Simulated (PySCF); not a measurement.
C$_{5}$H$_{5}$NO$_{2}$Si

```json
{"atom": "C", "x (Å)": "-2.2617", "y (Å)": "-1.2987", "z (Å)": "1.3499"}
{"atom": "C", "x (Å)": "-1.8287", "y (Å)": "-0.7347", "z (Å)": "0.3882"}
{"atom": "C", "x (Å)": "-1.2756", "y (Å)": "-0.0333", "z (Å)": "-0.7592"}
{"atom": "C", "x (Å)": "-1.5510", "y (Å)": "1.3831", "z (Å)": "-0.6493"}
{"atom": "N", "x (Å)": "-1.7528", "y (Å)": "2.5030", "z (Å)": "-0.5585"}
{"atom": "C", "x (Å)": "0.2489", "y (Å)": "-0.2469", "z (Å)": "-0.7832"}
{"atom": "O", "x (Å)": "0.7999", "y (Å)": "-0.8900", "z (Å)": "-1.6311"}
{"atom": "O", "x (Å)": "0.8558", "y (Å)": "0.3406", "z (Å)": "0.2171"}
{"atom": "Si", "x (Å)": "2.5151", "y (Å)": "0.2969", "z (Å)": "0.4266"}
{"atom": "H", "x (Å)": "-2.6583", "y (Å)": "-1.8019", "z (Å)": "2.1802"}
{"atom": "H", "x (Å)": "-1.7026", "y (Å)": "-0.4262", "z (Å)": "-1.6904"}
{"atom": "H", "x (Å)": "3.1372", "y (Å)": "0.8617", "z (Å)": "-0.7638"}
{"atom": "H", "x (Å)": "2.5728", "y (Å)": "1.1386", "z (Å)": "1.6097"}
{"atom": "H", "x (Å)": "2.9002", "y (Å)": "-1.0927", "z (Å)": "0.6417"}
```

Geometry: GFN2-xTB.

All numbers below come from CAM-B3LYP/def2-SVPD, SCF density, gas phase (PySCF 2.14.0).

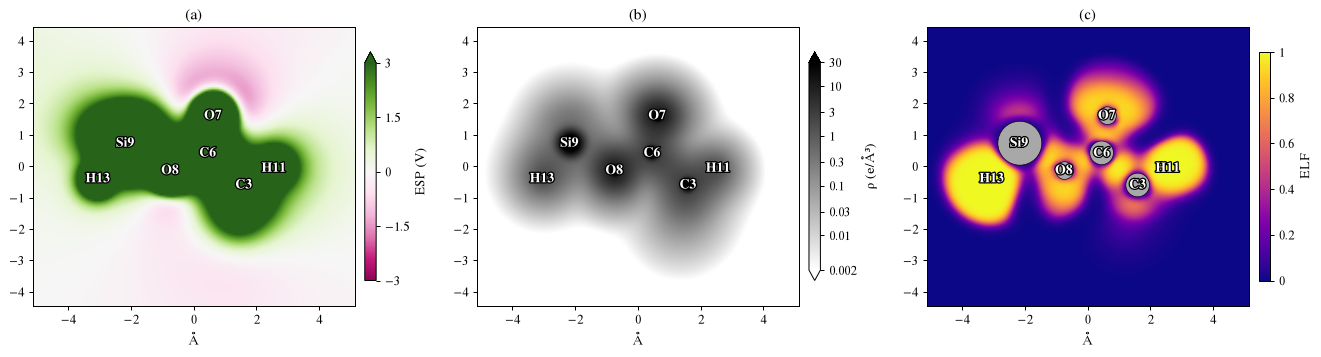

Figure 1. (a) electrostatic potential; (b) total electron density; (c) electron localisation function on the plane of atoms O7, C6 and O8. Grey discs cover the atomic cores in the ELF map.

**Read the bonding off the picture.**

- The plane passes through C, O, Si and H nuclei.
- C–O (1.20 Å): the density is about 3.4 e/Å³ at the midpoint; the ELF peaks at about 0.85 between the atoms (a multiple bond).
- Si–O (1.67 Å): ρ at the midpoint is about 1 e/Å³; the ELF peaks at about 0.90 between the atoms: a shared but strongly polarised pair.
- C–O (1.31 Å): ρ at the midpoint is about 2.6 e/Å³; the ELF peaks at about 0.90 between the atoms: a shared but strongly polarised pair.
- Si–H (1.45 Å): the density is about 0.83 e/Å³ at the midpoint; the ELF climbs to about 1 towards the hydrogen, as it does in any bond to H.
- The ELF also peaks beside O8 and O7, away from the bonds: lone-pair regions.
- Outside the dense part of the molecule the potential is most negative (−1.4 V) near O7.

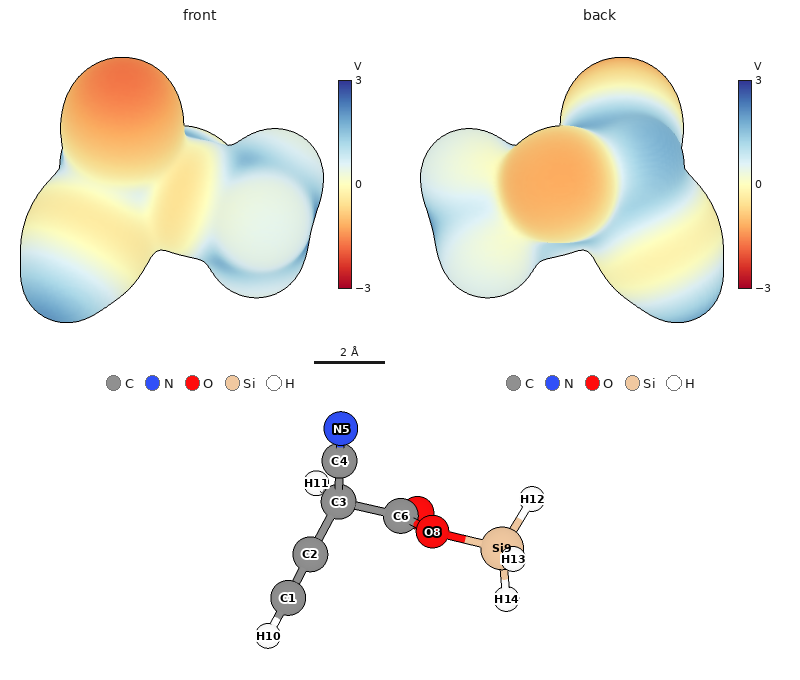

Figure 2. The electrostatic potential painted on the density surface at 0.002 e/bohr³, seen from the front and from behind; the colour scale runs from red (negative) to blue (positive). The bare structure is drawn below in the same view.

**Where is the surface potential most negative and most positive?**

The most negative region (about −1.7 V) lies over N5, the most positive (about +2.3 V) over Si9. N5 is the likeliest acceptor of a hydrogen bond.

**What dipole moment does the calculation give?**

Its dipole moment is 3.03 D.
